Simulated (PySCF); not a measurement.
# B₂F₂H₅N: core binding energies at several levels of theory, part 3 of 3

PySCF 2.14.0. Atoms count from 0.

### Step 8. Core-electron binding energies: SCAN, X2C

What the job is given:

```
{"job": {"kind": "xps", "basis": "def2-TZVP"}, "charge": 0, "multiplicity": 1}
N     -1.200022     0.206943     0.116826
B      0.137183    -0.407650    -0.587424
B      1.459136     0.085908     0.350728
F      1.271263     0.807427     1.475842
F      2.738995    -0.168572     0.106686
H     -1.279394    -0.100883     1.087244
H     -2.049336    -0.074377    -0.373589
H     -1.171097     1.227377     0.132709
H      0.153806     0.031461    -1.730416
H     -0.010687    -1.623948    -0.593581
```

With the program's defaults for keys left out, this is: delta-SCF UKS SCAN, def2-TZVP on the ionised atom, pcseg-1 elsewhere, spin-free X2C.

Output:

```text
ground state, core basis on atom 0 (N), 112 functions
  cycle   1  E = -307.27131737  |g| = 6.37e-01
  cycle   2  E = -307.20672069  |g| = 9.42e-01
  cycle   3  E = -307.35463725  |g| = 1.15e-01
  cycle   4  E = -307.35788434  |g| = 2.02e-02
  cycle   5  E = -307.35799006  |g| = 7.06e-03
  cycle   6  E = -307.35800015  |g| = 3.93e-03
  cycle   7  E = -307.35800389  |g| = 7.97e-04
  cycle   8  E = -307.35800391  |g| = 4.90e-04
  E(ground) = -307.35237529 Eh
hole in N 1s of atom 0
  cycle   1  E = -291.68007325  |g| = 1.79e+00
  cycle   2  E = -291.19409754  |g| = 1.79e+00
  cycle   3  E = -292.26443636  |g| = 4.31e-01
  cycle   4  E = -292.31582209  |g| = 2.13e-01
  cycle   5  E = -292.32932833  |g| = 5.10e-02
  cycle   6  E = -292.33017437  |g| = 1.62e-02
  cycle   7  E = -292.33025124  |g| = 7.14e-03
  cycle   8  E = -292.33026983  |g| = 1.75e-03
  cycle   9  E = -292.33027284  |g| = 5.39e-04
  cycle  10  E = -292.33027282  |g| = 1.80e-04
  E(ion) = -292.32469909 Eh   <S^2> = 0.7637   hole on atom = 1.000   binding energy = 408.924 eV
ground state, core basis on atom 1 (B), 112 functions
  cycle   1  E = -307.34085813  |g| = 2.84e-02
  cycle   2  E = -307.34083912  |g| = 2.40e-02
  cycle   3  E = -307.34098874  |g| = 5.67e-03
  cycle   4  E = -307.34099434  |g| = 2.65e-03
  cycle   5  E = -307.34099670  |g| = 1.81e-04
  E(ground) = -307.33820070 Eh
hole in B 1s of atom 1
  cycle   1  E = -299.79658273  |g| = 1.15e+00
  cycle   2  E = -299.46339819  |g| = 1.20e+00
  cycle   3  E = -300.13998146  |g| = 3.35e-01
  cycle   4  E = -300.17978714  |g| = 1.85e-01
  cycle   5  E = -300.19141502  |g| = 2.52e-02
  cycle   6  E = -300.19159770  |g| = 1.26e-02
  cycle   7  E = -300.19166073  |g| = 4.39e-03
  cycle   8  E = -300.19167496  |g| = 1.91e-03
  cycle   9  E = -300.19167657  |g| = 1.44e-03
  cycle  10  E = -300.19167738  |g| = 4.90e-04
  E(ion) = -300.19075423 Eh   <S^2> = 0.7654   hole on atom = 1.000   binding energy = 194.492 eV
ground state, core basis on atom 2 (B), 112 functions
  cycle   1  E = -307.35117987  |g| = 3.97e-02
  cycle   2  E = -307.35105162  |g| = 4.81e-02
  cycle   3  E = -307.35146279  |g| = 9.75e-03
  cycle   4  E = -307.35147801  |g| = 2.25e-03
  cycle   5  E = -307.35147960  |g| = 4.00e-04
  E(ground) = -307.34812455 Eh
hole in B 1s of atom 2
  cycle   1  E = -299.69801532  |g| = 1.14e+00
  cycle   2  E = -298.43719108  |g| = 1.60e+00
  cycle   3  E = -299.91473346  |g| = 4.60e-01
  cycle   4  E = -300.05522960  |g| = 1.03e-01
  cycle   5  E = -300.05859813  |g| = 7.27e-02
  cycle   6  E = -300.06058394  |g| = 3.04e-02
  cycle   7  E = -300.06096327  |g| = 6.46e-03
  cycle   8  E = -300.06098167  |g| = 4.95e-03
  cycle   9  E = -300.06099303  |g| = 2.31e-03
  cycle  10  E = -300.06099770  |g| = 1.25e-03
  cycle  11  E = -300.06099786  |g| = 4.25e-04
  E(ion) = -300.06196191 Eh   <S^2> = 0.7731   hole on atom = 1.000   binding energy = 198.267 eV
ground state, core basis on atom 3 (F), 112 functions
  cycle   1  E = -307.38497241  |g| = 7.37e-02
  cycle   2  E = -307.38343119  |g| = 1.23e-01
  cycle   3  E = -307.38553103  |g| = 1.16e-02
  cycle   4  E = -307.38555021  |g| = 2.79e-03
  cycle   5  E = -307.38555250  |g| = 6.37e-04
  cycle   6  E = -307.38555203  |g| = 1.16e-04
  E(ground) = -307.38412719 Eh
hole in F 1s of atom 3
  cycle   1  E = -281.04473017  |g| = 2.46e+00
  cycle   2  E = -280.98492934  |g| = 1.86e+00
  cycle   3  E = -281.81899810  |g| = 4.63e-01
  cycle   4  E = -281.85372313  |g| = 3.67e-01
  cycle   5  E = -281.89766453  |g| = 6.07e-02
  cycle   6  E = -281.89909087  |g| = 2.12e-02
  cycle   7  E = -281.89938240  |g| = 2.28e-03
  cycle   8  E = -281.89938421  |g| = 1.04e-03
  cycle   9  E = -281.89938552  |g| = 3.61e-04
  E(ion) = -281.90577198 Eh   <S^2> = 0.7558   hole on atom = 1.000   binding energy = 693.301 eV
```

Wall time 17 s (1 thread of Arm Neoverse V1, shared host); peak memory 0.37 GiB.

Binding energies by hole, beside the orbital energy of the ground state; the difference holds orbital relaxation and, for a density functional, its self-interaction error:

| hole | stands for | environment | ΔSCF (eV) | −ε (eV) | ⟨S²⟩ |
| --- | --- | --- | --- | --- | --- |
| N1s on N0 | N0 | donor nitrogen of a Lewis adduct | 408.92 | 388.4 | 0.764 |
| B1s on B1 | B1 | boron bonded to B, N, 2 H | 194.49 | 178.4 | 0.765 |
| B1s on B2 | B2 | boron bonded to B, 2 F | 198.27 | 181.3 | 0.773 |
| F1s on F3 | F3, F4 | fluorine bonded to B | 693.30 | 666.4 | 0.756 |

Each hole run stands for the others of its class of like atoms.

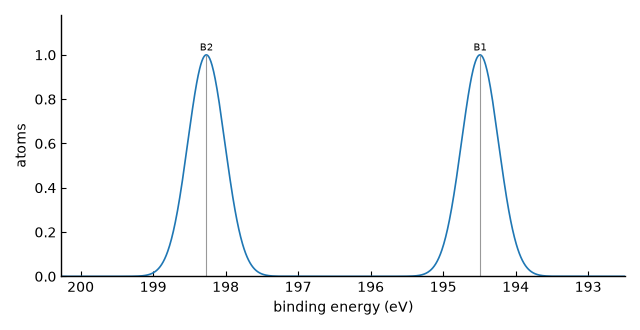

The B1s photoelectron lines, weighted by the number of atoms. Lines are broadened to a width of 0.60 eV (Gaussian).

### Step 9. Core holes by ΔSCF: SCAN, non-relativistic

The job, as its differences from that of step 8:

```diff
@@ -1,2 +1,2 @@
-{"job": {"kind": "xps", "basis": "def2-TZVP"}, "charge": 0, "multiplicity": 1}
+{"job": {"kind": "xps", "x2c": false}, "charge": 0, "multiplicity": 1}
 N     -1.200022     0.206943     0.116826
```

Level: delta-SCF UKS SCAN, pcX-2 on the ionised atom, pcseg-1 elsewhere, non-relativistic.

Output:

```text
ground state, core basis on atom 0 (N), 126 functions
  cycle   1  E = -307.06750422  |g| = 6.28e-01
  cycle   2  E = -307.00709224  |g| = 9.21e-01
  cycle   3  E = -307.14849961  |g| = 1.15e-01
  cycle   4  E = -307.15163247  |g| = 2.34e-02
  cycle   5  E = -307.15177318  |g| = 7.42e-03
  cycle   6  E = -307.15178591  |g| = 4.24e-03
  cycle   7  E = -307.15178837  |g| = 7.65e-04
  cycle   8  E = -307.15178674  |g| = 4.92e-04
  E(ground) = -307.14563706 Eh
hole in N 1s of atom 0
  cycle   1  E = -291.47892668  |g| = 1.85e+00
  cycle   2  E = -290.94736840  |g| = 1.98e+00
  cycle   3  E = -292.10044132  |g| = 3.84e-01
  cycle   4  E = -292.13197354  |g| = 2.25e-01
  cycle   5  E = -292.14702388  |g| = 5.61e-02
  cycle   6  E = -292.14799224  |g| = 1.87e-02
  cycle   7  E = -292.14808884  |g| = 8.99e-03
  cycle   8  E = -292.14811692  |g| = 1.98e-03
  cycle   9  E = -292.14811985  |g| = 6.59e-04
  cycle  10  E = -292.14812057  |g| = 2.10e-04
  E(ion) = -292.14224124 Eh   <S^2> = 0.7650   hole on atom = 1.000   binding energy = 408.263 eV
ground state, core basis on atom 1 (B), 126 functions
  cycle   1  E = -307.13284714  |g| = 3.85e-02
  cycle   2  E = -307.13283463  |g| = 2.15e-02
  cycle   3  E = -307.13293731  |g| = 9.85e-03
  cycle   4  E = -307.13296155  |g| = 3.22e-03
  cycle   5  E = -307.13296280  |g| = 2.42e-04
  E(ground) = -307.13041759 Eh
hole in B 1s of atom 1
  cycle   1  E = -299.59117987  |g| = 1.17e+00
  cycle   2  E = -299.19773134  |g| = 1.35e+00
  cycle   3  E = -299.95940361  |g| = 3.04e-01
  cycle   4  E = -299.98633000  |g| = 1.95e-01
  cycle   5  E = -299.99924279  |g| = 2.73e-02
  cycle   6  E = -299.99943509  |g| = 1.44e-02
  cycle   7  E = -299.99950165  |g| = 6.83e-03
  cycle   8  E = -299.99952437  |g| = 1.80e-03
  cycle   9  E = -299.99952461  |g| = 1.54e-03
  cycle  10  E = -299.99952537  |g| = 5.00e-04
  cycle  11  E = -299.99952620  |g| = 1.03e-04
  E(ion) = -299.99792548 Eh   <S^2> = 0.7687   hole on atom = 1.000   binding energy = 194.085 eV
ground state, core basis on atom 2 (B), 126 functions
  cycle   1  E = -307.14175801  |g| = 5.08e-02
  cycle   2  E = -307.14160300  |g| = 5.20e-02
  cycle   3  E = -307.14206588  |g| = 1.52e-02
  cycle   4  E = -307.14209527  |g| = 5.14e-03
  cycle   5  E = -307.14210123  |g| = 6.20e-04
  cycle   6  E = -307.14210131  |g| = 2.83e-04
  E(ground) = -307.13902653 Eh
hole in B 1s of atom 2
  cycle   1  E = -299.48884169  |g| = 1.16e+00
  cycle   2  E = -298.12724768  |g| = 1.77e+00
  cycle   3  E = -299.74019731  |g| = 4.23e-01
  cycle   4  E = -299.85390450  |g| = 1.32e-01
  cycle   5  E = -299.86023990  |g| = 9.70e-02
  cycle   6  E = -299.86387733  |g| = 2.46e-02
  cycle   7  E = -299.86409579  |g| = 7.57e-03
  cycle   8  E = -299.86411524  |g| = 5.89e-03
  cycle   9  E = -299.86412921  |g| = 2.58e-03
  cycle  10  E = -299.86413197  |g| = 1.32e-03
  cycle  11  E = -299.86413336  |g| = 4.25e-04
  E(ion) = -299.86462015 Eh   <S^2> = 0.7812   hole on atom = 1.000   binding energy = 197.947 eV
ground state, core basis on atom 3 (F), 126 functions
  cycle   1  E = -307.17930903  |g| = 7.18e-02
  cycle   2  E = -307.17849402  |g| = 9.14e-02
  cycle   3  E = -307.17955086  |g| = 2.35e-02
  cycle   4  E = -307.17961957  |g| = 3.49e-03
  cycle   5  E = -307.17962266  |g| = 7.73e-04
  cycle   6  E = -307.17962468  |g| = 1.81e-04
  E(ground) = -307.17839277 Eh
hole in F 1s of atom 3
  cycle   1  E = -280.86400187  |g| = 2.57e+00
  cycle   2  E = -280.77284397  |g| = 2.13e+00
  cycle   3  E = -281.68051795  |g| = 4.20e-01
  cycle   4  E = -281.69200105  |g| = 3.87e-01
  cycle   5  E = -281.74185546  |g| = 5.81e-02
  cycle   6  E = -281.74307484  |g| = 2.33e-02
  cycle   7  E = -281.74343897  |g| = 2.87e-03
  cycle   8  E = -281.74344269  |g| = 1.07e-03
  cycle   9  E = -281.74344358  |g| = 4.10e-04
  E(ion) = -281.74971703 Eh   <S^2> = 0.7565   hole on atom = 1.000   binding energy = 691.950 eV
```

Run time: 18 s. Hardware: 1 thread of Arm Neoverse V1, shared host; peak memory 0.41 GiB.

The holes in one table. −ε is the ground-state orbital energy:

| hole | stands for | environment | ΔSCF (eV) | −ε (eV) | ⟨S²⟩ |
| --- | --- | --- | --- | --- | --- |
| N1s on N0 | N0 | donor nitrogen of a Lewis adduct | 408.26 | 388.4 | 0.765 |
| B1s on B1 | B1 | boron bonded to B, N, 2 H | 194.08 | 178.3 | 0.769 |
| B1s on B2 | B2 | boron bonded to B, 2 F | 197.95 | 181.4 | 0.781 |
| F1s on F3 | F3, F4 | fluorine bonded to B | 691.95 | 665.7 | 0.756 |

Each hole run stands for the others of its class of like atoms.

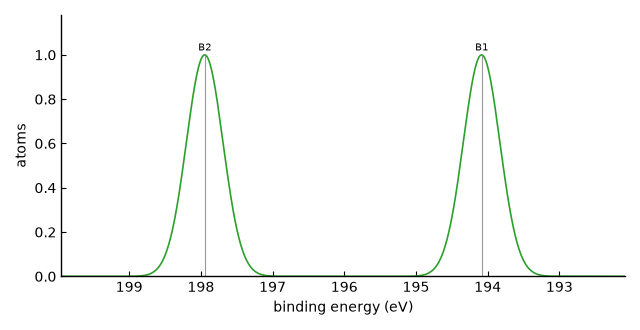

The B1s photoelectron lines, weighted by the number of atoms. Lines are broadened to a width of 0.60 eV (Gaussian).

### Step 10. Summary of results

This closing draws on all 3 parts.

```
                                          quantity                    value
                  B1s binding energies, SCAN/pcX-2  B2 197.99, B1 194.13 eV
                  N1s binding energies, SCAN/pcX-2             N0 408.47 eV
                  F1s binding energies, SCAN/pcX-2             F3 692.59 eV
                 B1s binding energies, B3LYP/pcX-2  B2 198.40, B1 194.41 eV
                 N1s binding energies, B3LYP/pcX-2             N0 408.41 eV
                 F1s binding energies, B3LYP/pcX-2             F3 692.32 eV
                  B1s binding energies, PBE0/pcX-2  B2 197.74, B1 193.73 eV
                  N1s binding energies, PBE0/pcX-2             N0 407.94 eV
                  F1s binding energies, PBE0/pcX-2             F3 691.70 eV
                   B1s binding energies, PBE/pcX-2  B2 197.03, B1 193.37 eV
                   N1s binding energies, PBE/pcX-2             N0 407.54 eV
                   F1s binding energies, PBE/pcX-2             F3 691.39 eV
                    B1s binding energies, HF/pcX-2  B2 198.71, B1 194.05 eV
                    N1s binding energies, HF/pcX-2             N0 408.24 eV
                    F1s binding energies, HF/pcX-2             F3 691.91 eV
                  B1s binding energies, SCAN/pcX-1  B2 198.01, B1 194.13 eV
                  N1s binding energies, SCAN/pcX-1             N0 408.52 eV
                  F1s binding energies, SCAN/pcX-1             F3 692.78 eV
              B1s binding energies, SCAN/def2-TZVP  B2 198.27, B1 194.49 eV
              N1s binding energies, SCAN/def2-TZVP             N0 408.92 eV
              F1s binding energies, SCAN/def2-TZVP             F3 693.30 eV
B1s binding energies, SCAN/pcX-2, non-relativistic  B2 197.95, B1 194.08 eV
N1s binding energies, SCAN/pcX-2, non-relativistic             N0 408.26 eV
F1s binding energies, SCAN/pcX-2, non-relativistic             F3 691.95 eV
```

What this shows: Single values in the summary come from the first sound run of each kind (SCAN/pcX-2), which need not be the best level. At SCAN/pcX-2: B2 (boron bonded to B, 2 F) binds its B1s electron 3.85 eV more tightly than B1 (boron bonded to B, N, 2 H). At B3LYP/pcX-2: The B1s levels kept as sound span 3.99 eV, from B1 (boron bonded to B, N, 2 H) up to B2 (boron bonded to B, 2 F). At PBE0/pcX-2: B2 (boron bonded to B, 2 F) binds its B1s electron 4.00 eV more tightly than B1 (boron bonded to B, N, 2 H). At PBE/pcX-2: B2 (boron bonded to B, 2 F) binds its B1s electron 3.65 eV more tightly than B1 (boron bonded to B, N, 2 H). At HF/pcX-2: The B1s levels kept as sound span 4.66 eV, from B1 (boron bonded to B, N, 2 H) up to B2 (boron bonded to B, 2 F). At SCAN/pcX-1: B2 (boron bonded to B, 2 F) binds its B1s electron 3.88 eV more tightly than B1 (boron bonded to B, N, 2 H). At SCAN/def2-TZVP: B2 (boron bonded to B, 2 F) binds its B1s electron 3.77 eV more tightly than B1 (boron bonded to B, N, 2 H). At SCAN/pcX-2, non-relativistic: The B1s levels kept as sound span 3.86 eV, from B1 (boron bonded to B, N, 2 H) up to B2 (boron bonded to B, 2 F).
